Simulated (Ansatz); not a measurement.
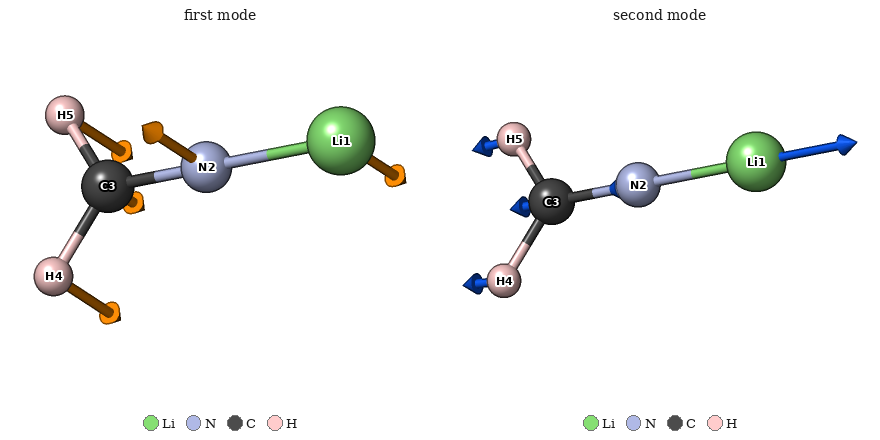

The system is CH₂LiN, SMILES [Li][N]=C; the picture shows the reference structure; its two panels give the patterns of the first and the second mode as arrows. 
- Coordinates scanned: (1) normal mode 2 (200 cm⁻¹); (2) normal mode 3 (793 cm⁻¹).
- Nothing is relaxed (straight displacements along the two mass-weighted modes).
- Grid: 15 × 15 points; 125 points were computed and 100 follow by symmetry.
- Energies: kJ/mol, counted from the lowest grid point.
- All numbers below come from RKS CAM-B3LYP-D4/def2-TZVP in Ansatz 0.2.0.

Its coordinates:

```xyz
5

Li   -2.2187    0.3899   -0.6622
N    -0.6156    0.1082   -0.1836
C     0.5576   -0.0980    0.1664
H     0.9718   -1.1080    0.3631
H     1.3049    0.7079    0.3162
```

Range: normal mode 2 (200 cm⁻¹) from −1.984 to 1.984 amu½·Å; normal mode 3 (793 cm⁻¹) from −0.720 to 0.720 amu½·Å.

### Predict the map.

The lowest grid point is at normal mode 2 (200 cm⁻¹) = 0.000 amu½·Å, normal mode 3 (793 cm⁻¹) = 0.000 amu½·Å. It is the only kind of minimum in the scanned range. The highest grid point, normal mode 2 (200 cm⁻¹) = −1.984 amu½·Å, normal mode 3 (793 cm⁻¹) = 0.720 amu½·Å, lies 154 kJ/mol above the lowest.

```csv
"normal mode 3 (793 cm⁻¹) ↓, normal mode 2 (200 cm⁻¹) →",−1.984,−1.700,−1.417,−1.134,−0.850,−0.567,−0.283,0.000,0.283,0.567,0.850,1.134,1.417,1.700,1.984
0.720,154,119,91,71,56,47,41,40,41,47,56,71,91,119,154
0.617,143,108,81,60,46,37,32,31,32,37,46,60,81,108,143
0.514,133,98,71,51,37,29,24,22,24,29,37,51,71,98,133
0.411,122,88,61,42,29,21,16,15,16,21,29,42,61,88,122
0.309,112,78,53,34,22,14,10,9,10,14,22,34,53,78,112
0.206,103,70,45,27,16,9,5,4,5,9,16,27,45,70,103
0.103,94,62,38,21,11,5,2,1,2,5,11,21,38,62,94
0.000,86,55,32,17,8,3,1,0,1,3,8,17,32,55,86
−0.103,79,49,28,14,7,3,2,1,2,3,7,14,28,49,79
−0.206,73,45,25,14,8,6,5,5,5,6,8,14,25,45,73
−0.309,68,42,25,16,12,11,12,13,12,11,12,16,25,42,68
−0.411,65,41,27,20,19,21,23,24,23,21,19,20,27,41,65
−0.514,63,42,31,28,30,35,39,40,39,35,30,28,31,42,63
−0.617,63,46,39,39,46,53,59,62,59,53,46,39,39,46,63
−0.720,66,52,50,55,66,78,87,90,87,78,66,55,50,52,66
```

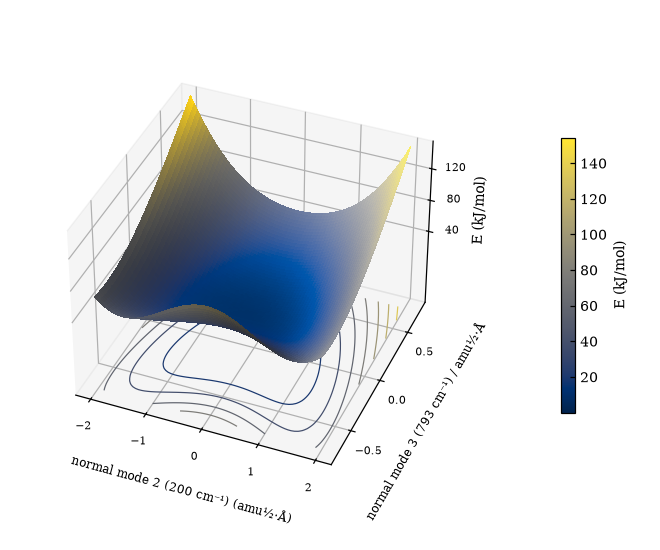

In the figure: a relief with its contours projected below. Between grid points the surface is interpolated.

Time for the 125 points that were run: 2.7 min on 1 thread of Intel(R) Xeon(R) 6975P-C (Granite Rapids) (shared host).
